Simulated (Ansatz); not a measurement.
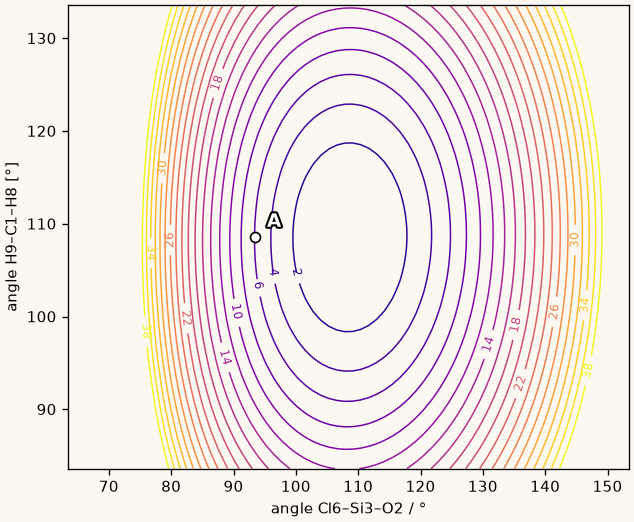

CH3ClF2OSi, SMILES CO[Si](F)(F)Cl. 
- The first coordinate is: angle Cl6–Si3–O2; the second: angle H9–C1–H8.
- Nothing is relaxed (all other coordinates rigid).
- Grid: 13 × 13 points.
- Points are written as (first, second).
- Energies are in kcal/mol, from the relaxed molecule at the same level.
- Computed with RKS PBE-D4/def2-SVP in Ansatz.

The picture shows contour lines labelled in kcal/mol (none above 38), the point A. Between grid points the surface is interpolated.

Question: Is A at rest? If not, where is it pushed?

Answer: A, at (93.5°, 108.6°), is not a stationary point. The computed force is 0.85 kcal/mol for each degree towards larger values of angle Cl6–Si3–O2 and nearly zero along angle H9–C1–H8.
